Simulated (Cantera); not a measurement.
Feed: 1 mol MgO, 2.1 mol F2, 2.5 mol H2, held at 1473.15 K.

Equilibrium computed with Cantera from the NASA thermochemical tables; the gas is ideal and each condensed phase is pure. Candidate condensed phases: H2O, Mg, MgF2, MgO, Mg(OH)2; 31 gas species. Mutual solubility and eutectic melting of coexisting phases are not modelled. The numbers say what is thermodynamically allowed, not how fast it happens.

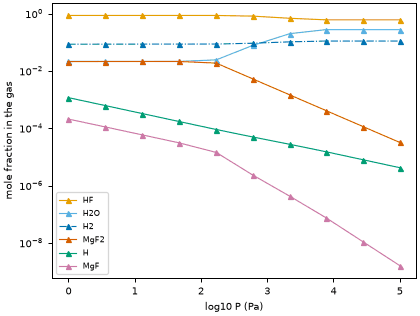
*Equilibrium gas composition (values under 1e-9 drawn at 1e-9)*

Problem. Read off the mole fractions at 3.60 Pa.

Solution. HF about 0.87, H2 about 0.087, H2O about 0.022, MgF2 about 0.021, H about 0.00062, MgF about 0.00011.
